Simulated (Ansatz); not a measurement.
A computed series for Rh: pressure series

The parent structure is Rh in the fcc (Cu type) structure (space group Fm-3m, No. 225; a = 3.830 Å).

Cell and atoms are relaxed at each pressure.

Levels (all Ansatz, a quantum-chemistry and plane-wave program, PAW): PBE (420 eV, without spin-orbit coupling); PBEsol (420 eV, scalar-relativistic without spin-orbit coupling).

The base cell above is that of PBE; each level relaxes its own structures.

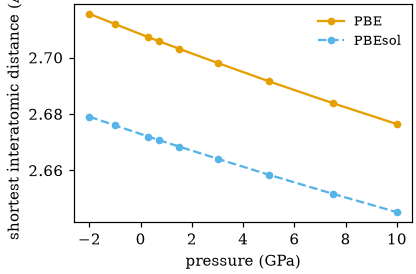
Figure: Shortest interatomic distance under two levels

### Question
How do the two levels compare along the series?

### Answer
PBE lies above PBEsol in every row, by 0.031 Å to 0.036 Å. They put the cases in the same order.

Load acts through the strain it causes; cell and atoms are relaxed under it. No phonon test of stability was made. Competing high-pressure phases were not computed. The final runs are not spin-polarised.
